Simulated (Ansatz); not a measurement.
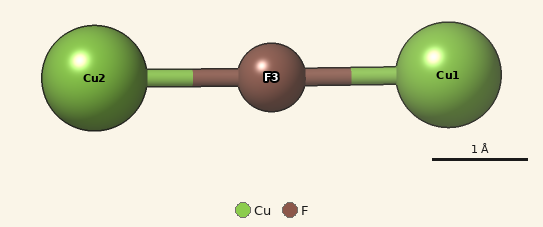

Fig. 1: The structure as given in the input (ball-and-stick view, seen on its broad side; atoms are numbered from 1 in the order of the input). Sticks mark near contacts. Bond lengths as drawn: Cu–F 1.87 Å.

# Cu₂F: one change and its effect

System: Cu₂F, charge +1, multiplicity 3.
Method of run 1: UKS PBE-D4/def2-TZVP (Ansatz 0.2.0).

The geometry: PBE-D4/def2-TZVP start. Text and figures count atoms from 1; the logs count them from 0 in places.

The input, run 1:
```yaml
crystal:
  periodic: [false, false, false]
  atoms:
    - {symbol: Cu, position_ang: [0.538358, 1.483446, -0.999335]}
    - {symbol: Cu, position_ang: [-0.544867, -1.482075, 0.997754]}
    - {symbol: F, position_ang: [0.006498, -0.001372, 0.001571]}
basis:
  gaussian: {orbitals: def2-TZVP}
total_charge: 1
magnetization: {spin_polarized: true, initial_magnetization: 2}
hamiltonian: {xc: pbe, dispersion: d4}
scf: {lower_state_search: "off"}
output: {orbitals: {seedname: orbitals}}
relax: {f_tol: 0.02, max_steps: 100}
```

Command:
```bash
ansatz run in.yaml --threads 4 --pin off --events-out ev --progress --plain --max-ram 3916MiB
```

Hardware: 4 threads of Arm Neoverse N1, 23 GiB of memory available, shared host.

Output (run 1):
```
Functional definition: PBE
  parameter kappa = 0.804
  parameter beta = 0.06672455060314922
  exchange = pbe_x(kappa = kappa, mu = beta*pi^2/3)
  correlation = pbe_c(beta = beta)
these checks for a lower state are left out or cut short: stability, starts, cluster_reference, orbital_swaps, neighbouring_geometries, increment
1062 factors; their error is unknown
mean field evaluation 1: about -91954.2447 eV, gradient 1.1e2 eV
mean field evaluation 2: about -91235.9975 eV, gradient 5.8e2 eV
mean field evaluation 4: about -91959.4221 eV, gradient 8.5e1 eV
mean field evaluation 8: about -91969.7624 eV, gradient 3.7e1 eV
mean field evaluation 16: about -91975.5351 eV, gradient 5.6e-2 eV
mean field -91975.47947319 eV, -3380.0365274204 hartree, gradient 2.8e-6 eV, S^2 2.000814; 0 other end points of the search recorded, 0 dependent functions left out
the calculation of the forces begins
reference -91975.47953251 eV, -3380.0365296007 hartree; 34, 32 occupied and 87, 89 virtual orbitals, 1062 factors
relax step   1: F+E_penalty+E_count = -91975.52853877 eV  Δ(F+E_penalty+E_count) = +0.000e0 eV  max|allowed force component| = 1.033e-1 eV/Å  Δτ_max = 0.0000 Å  (48 SCF iters, accepted)
these checks for a lower state are left out or cut short: stability, starts, cluster_reference, orbital_swaps, neighbouring_geometries, increment
1062 factors; their error is unknown
mean field -91975.48034043 eV, -3380.0365592912 hartree, gradient 1.6e-6 eV, S^2 2.000814; 0 other end points of the search recorded, 0 dependent functions left out
the calculation of the forces begins
reference -91975.48039979 eV, -3380.0365614725 hartree; 34, 32 occupied and 87, 89 virtual orbitals, 1062 factors
relax step   2: F+E_penalty+E_count = -91975.52935356 eV  Δ(F+E_penalty+E_count) = -8.148e-4 eV  max|allowed force component| = 6.774e-2 eV/Å  Δτ_max = 0.0038 Å  (17 SCF iters, accepted)
these checks for a lower state are left out or cut short: stability, starts, cluster_reference, orbital_swaps, neighbouring_geometries, increment
1062 factors; their error is unknown
mean field evaluation 32: about -91975.4811 eV, gradient 5.9e-2 eV
mean field -91975.48106687 eV, -3380.0365859872 hartree, gradient 1.8e-6 eV, S^2 2.000812; 0 other end points of the search recorded, 0 dependent functions left out
the calculation of the forces begins
reference -91975.48112628 eV, -3380.0365881706 hartree; 34, 32 occupied and 87, 89 virtual orbitals, 1062 factors
relax step   3: F+E_penalty+E_count = -91975.52998264 eV  Δ(F+E_penalty+E_count) = -6.291e-4 eV  max|allowed force component| = 2.315e-3 eV/Å  Δτ_max = 0.0073 Å  (26 SCF iters, accepted)
Total energy: -91975.53004205 eV, -3380.0383857920 hartree
Atom 0 at     0.542558     1.492018    -1.005008 Å, force     0.001623     0.000965    -0.000532 eV/Å
Atom 1 at    -0.547089    -1.491084     1.003921 Å, force     0.000693    -0.001580     0.001182 eV/Å
Atom 2 at     0.004519    -0.000934     0.001078 Å, force    -0.002315     0.000615    -0.000650 eV/Å
Dipole moment:    -0.003089     0.000620    -0.000725 e Å
Checks for a lower state left out: stability, starts, cluster_reference, orbital_swaps, neighbouring_geometries, increment
```

Run 2 used a changed input.

The two runs side by side:

```tsv
quantity	run 1	run 2
outcome	converged	converged
total energy (hartree)	−3380.038386	−3379.901503
HOMO (eV)	−9.95	−10.39
LUMO (eV)	−12.17	−14.42
⟨S²⟩	2.001	6.002
largest force (eV/Å)	0.002	0.009
basis functions	121	121
wall time (shared host)	6 s	23 s
```

What was changed in the input?

The change (lines with − go, lines with + come):
```diff
-magnetization: {spin_polarized: true, initial_magnetization: 2}
+magnetization: {spin_polarized: true, initial_magnetization: 4}
```

With the same method and basis, run 2 lies 85.9 kcal/mol higher. The HOMO goes from −9.95 to −10.39 eV. The LUMO goes from −12.17 to −14.42 eV. On the same kind of shared host run 2 took about 3.7 times as long.

Output, shortened to warnings, some set-up lines, iterations and results (run 2):
```
[...]
mean field evaluation 1: about -91959.0750 eV, gradient 8.1e1 eV
mean field evaluation 2: about -91837.5821 eV, gradient 2.5e2 eV
mean field evaluation 4: about -91936.6204 eV, gradient 1.0e2 eV
mean field evaluation 8: about -91970.0810 eV, gradient 1.8e1 eV
mean field evaluation 16: about -91971.5221 eV, gradient 6.1e0 eV
[... 6 lines ...]
relax step   5: F+E_penalty+E_count = -91971.78181500 eV  Δ(F+E_penalty+E_count) = -4.931e-2 eV  max|allowed force component| = 1.388e-1 eV/Å  Δτ_max = 0.1927 Å  (52 SCF …
relax step   6: F+E_penalty+E_count = -91971.79050262 eV  Δ(F+E_penalty+E_count) = -8.688e-3 eV  max|allowed force component| = 2.335e-1 eV/Å  Δτ_max = 0.1971 Å  (41 SCF …
mean field evaluation 96: about -91971.7510 eV, gradient 1.6e-2 eV
relax step   7: F+E_penalty+E_count = -91971.80190560 eV  Δ(F+E_penalty+E_count) = -1.140e-2 eV  max|allowed force component| = 1.114e-1 eV/Å  Δτ_max = 0.0613 Å  (34 SCF …
relax step   8: F+E_penalty+E_count = -91971.80521665 eV  Δ(F+E_penalty+E_count) = -3.311e-3 eV  max|allowed force component| = 6.869e-3 eV/Å  Δτ_max = 0.0304 Å  (28 SCF …
Total energy: -91971.80527619 eV, -3379.9015031714 hartree
Atom 0 at     0.307708     1.487909    -1.023921 Å, force    -0.001620    -0.006869     0.004709 eV/Å
Atom 1 at    -0.746395    -1.397987     0.919549 Å, force     0.003419     0.006690    -0.004414 eV/Å
Atom 2 at     0.438677    -0.089922     0.104362 Å, force    -0.001800     0.000179    -0.000294 eV/Å
Dipole moment:    -0.102832     0.021060    -0.024451 e Å
Checks for a lower state left out: stability, starts, cluster_reference, orbital_swaps, neighbouring_geometries, increment
```
